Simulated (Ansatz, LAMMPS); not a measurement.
# Static equation of state of amorphous 81SiO2-19TiO2 (mol %) (96 atoms)

Density of this cell: 2.27 g/cm³. The cell holds 96 atoms: 26 Si, 6 Ti and 64 O. Its edges and angles: a = 11.404 Å, b = 11.655 Å, c = 11.253 Å, α = 85.6°, β = 88.9°, γ = 91.3°. The starting structure: 96 atoms (26 Si, 6 Ti, 64 O) placed at random at 2.42 g/cm³, melted at 5000 K for 10 ps at fixed volume with the Morse and Coulomb pair potential with partial charges (Pedone, Malavasi, Menziani, Cormack and Segre, J. Phys. Chem. B 110, 11780 (2006)). Quenched from 5000 K to 300 K at 50 K/ps and fixed volume, held 5 ps, then minimised at fixed cell.

Calculated with Ansatz 0.2.0: Kohn-Sham DFT, PBE, PAW (set soft_2), plane waves; cutoff 420 eV, Γ point, fermi-dirac smearing of 0.025 eV. Cell and atoms were relaxed first, to V0 = 15.527 Å³ an atom at a residual P0 = 0.008 GPa. The cell was then scaled evenly, and the atoms were relaxed at each volume.

| volume (Å³/atom) | pressure (GPa) |
| --- | --- |
| 13.975 | ? |
| 14.596 | 2.444 |
| 15.061 | 1.259 |
| 15.993 | -1.250 |
| 16.459 | -2.546 |

Task: Fit the third-order Birch–Murnaghan equation to the rows given and extrapolate to the withheld row.

**Working.**

Take the Eulerian strain f = ½[(V0/V)^(2/3) − 1] and the normalised pressure F = (P − P0) / [3f(1 + 2f)^(5/2)]. The third-order Birch–Murnaghan equation is then the line F = B0 + (3/2)B0(B′ − 4) f, so u = f and v = F.

| u = f | v = F (GPa) |
| --- | --- |
| 0.0210565 | 34.7881 |
| 0.0102569 | 38.6524 |
| -0.00975654 | 45.1481 |
| -0.0190504 | 49.2533 |

With n = 4: mean u = 6.2661e-4, mean v = 41.9605, Σ(u − ū)² = 0.0010051, Σ(u − ū)(v − v̄) = -0.35499. Slope b = -0.35499 / 0.0010051 = -353.18; intercept a = v̄ − b ū = 42.182.

So B0 = a = 42.2 GPa and B′ = 4 + 2b/(3a) = -1.58. At the withheld volume f = 0.03638, F = a + b f = 29.33 GPa, and P = P0 + 3f(1 + 2f)^(5/2) F.

Prediction at 13.975: 3.824 GPa. The run gave 4.050 GPa, so the fit is low by 0.23 GPa (5.6 % of the value).

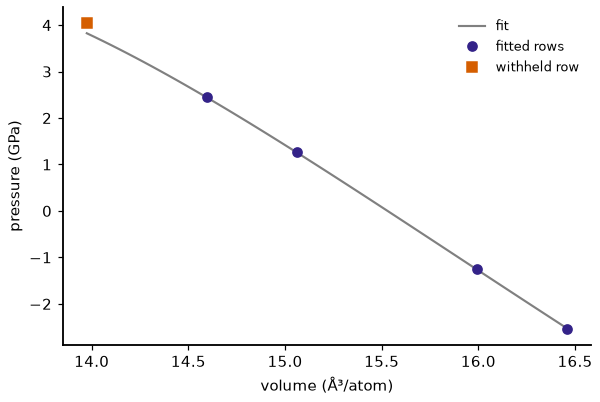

The fit, the rows that it rests on and the withheld row.

Among the rows given, the largest miss of the fit is at 16.459, by 0.018 GPa (0.27 % of the range of the table).

Limits: Static cells at zero temperature; the cell shape is held. The program notes that the SCF threshold of these relaxations is loose for the stress. The quench rate of 50 K/ps is many orders above laboratory rates, so the cell is likely richer in defects and strain than a real sample. The network of bonds at the start is that of the classical potential that made the cell, and needn't be the one that DFT or experiment would give. Only the Γ point is sampled, in a cell whose shortest periodic width is 11 Å.

[Hosts, paths, dates, database ids (printed as entryN), source tags and the programs' standing remarks are cut or masked in the printed files.]
